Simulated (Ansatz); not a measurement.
## Electronic structure of C2H6ClMoNO in real space

Input file:

```
crystal:
  periodic: [false, false, false]
  atoms:
    - symbol: C
      position_ang: [-1.305618, -1.806108, -0.094419]
    - symbol: C
      position_ang: [1.836642, 0.996455, -0.132494]
    - symbol: Cl
      position_ang: [-0.821566, 2.170728, 2.099042]
    - symbol: Mo
      position_ang: [-0.237195, 1.029911, 0.195926]
    - symbol: "N"
      position_ang: [-0.631607, -0.633653, 0.325107]
    - symbol: O
      position_ang: [-0.928904, 1.596771, -1.216419]
    - symbol: H
      position_ang: [-2.031579, -2.126963, 0.671869]
    - symbol: H
      position_ang: [-0.578090, -2.624671, -0.228992]
    - symbol: H
      position_ang: [-1.839004, -1.650355, -1.049510]
    - symbol: H
      position_ang: [2.181526, 2.034272, -0.276594]
    - symbol: H
      position_ang: [2.321643, 0.558614, 0.755559]
    - symbol: H
      position_ang: [2.110754, 0.399900, -1.015077]
basis:
  gaussian: {orbitals: def2-SVPD}
hamiltonian: {xc: pbe0}
output: {forces: true, orbitals: {seedname: orbitals}}
```

Run with:

```sh
ansatz run input.yaml --threads 2 --pin off --max-ram 6090MiB --events-out events.jsonl --progress --plain --runs-dir runs
```

Geometry: PBE0-D4/def2-SVP; core potentials replace the inner electrons of Mo.

Method: Ansatz, isolated molecule in a Gaussian basis; Kohn-Sham density functional theory, functional PBE0.

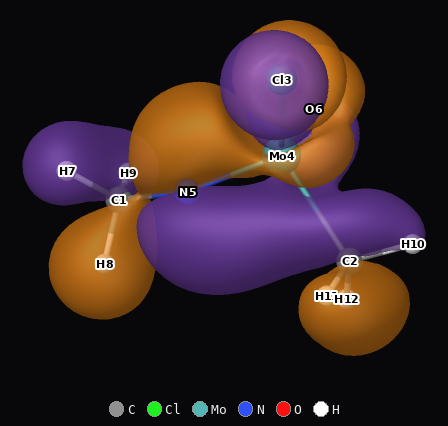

Figure 1. The HOMO−1 at ±0.06 Å⁻³ᐟ² (orange and purple are the two phases), seen at a tilt.

**What is the character of this orbital?**

Its weight (Hirshfeld) is mainly on N5 (about 30 %), Mo4 (about 20 %), C2 (about 10 %), C1 (about 10 %), Cl3 (about 5 %) and O6 (about 5 %). Its energy is −8.46 eV.

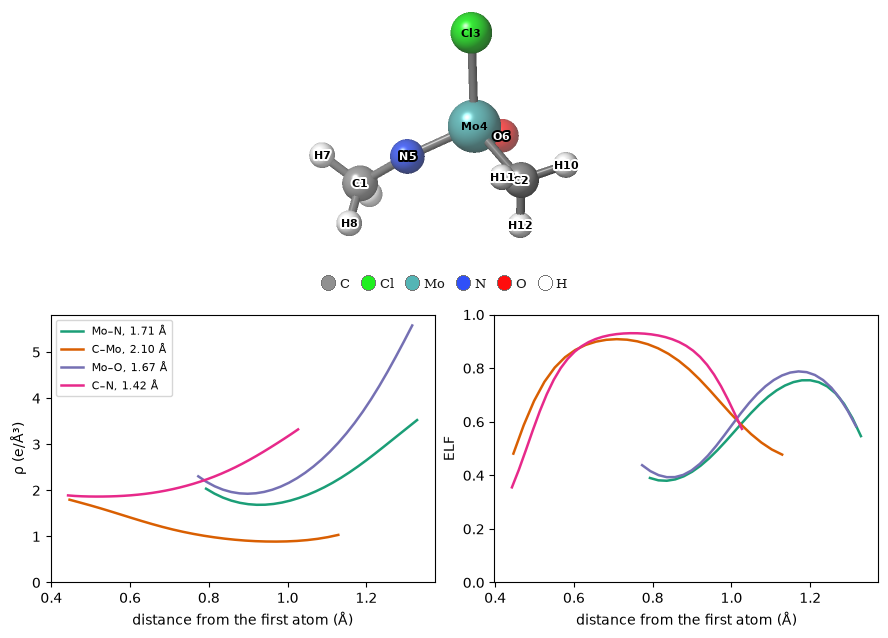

Figure 2. Electron density and electron localisation function along straight lines between neighbouring atoms. The curves leave out the atomic cores. The structure is drawn too.

**What can be read from the curves?**

Mo–N (1.71 Å): ρ at the midpoint is about 1.8 e/Å³; the ELF peaks at about 0.75 in the valence shell of N, 0.5 Å from its nucleus, and drops to about 0.40 between the two atoms.
C–Mo (2.10 Å): ρ is about 0.92 e/Å³ halfway; the ELF peaks at about 0.90 in the valence shell of C, 0.7 Å from its nucleus, and is about 0.55 at the midpoint.
Mo–O (1.67 Å): ρ at the midpoint is about 2 e/Å³; the ELF peaks at about 0.80 in the valence shell of O, 0.5 Å from its nucleus, and drops to about 0.40 between the two atoms.
C–N (1.42 Å): ρ is about 2 e/Å³ halfway; the ELF peaks at about 0.95 between the atoms: a shared electron pair.

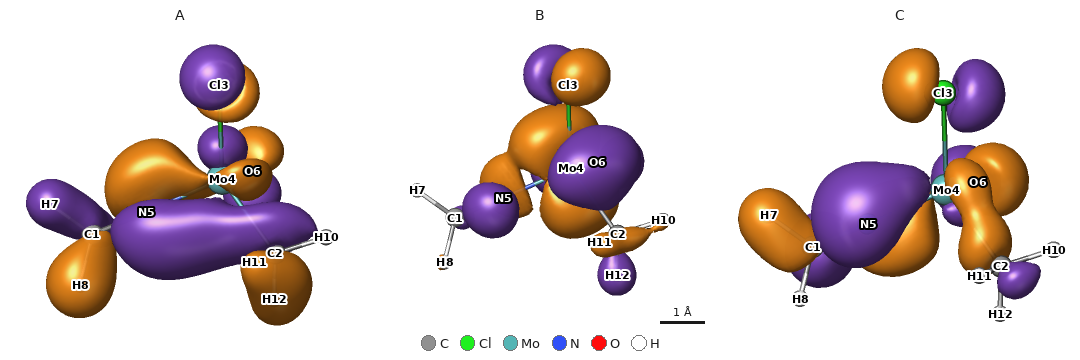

Figure 3. Three frontier orbitals at ±0.1 Å⁻³ᐟ² (orange and purple are the two phases), in no order.

**Which picture is the HOMO−1, the HOMO and the LUMO?**

A is the HOMO−1 (−8.46 eV). By Hirshfeld shares it lies mainly on N5 (about 30 %), Mo4 (about 20 %), C2 (about 10 %), C1 (about 10 %), Cl3 (about 5 %) and O6 (about 5 %). C is the HOMO (−7.93 eV). It lies mainly on N5 (about 40 %), O6 (about 15 %), Mo4 (about 15 %), Cl3 (about 10 %) and C1 (about 10 %). B is the LUMO (−2.57 eV). Its weight (Hirshfeld) is mainly on Mo4 (about 60 %), Cl3 (about 10 %), N5 (about 10 %) and O6 (about 10 %).

**What is the HOMO–LUMO gap?**

5.36 eV between the orbital energies.
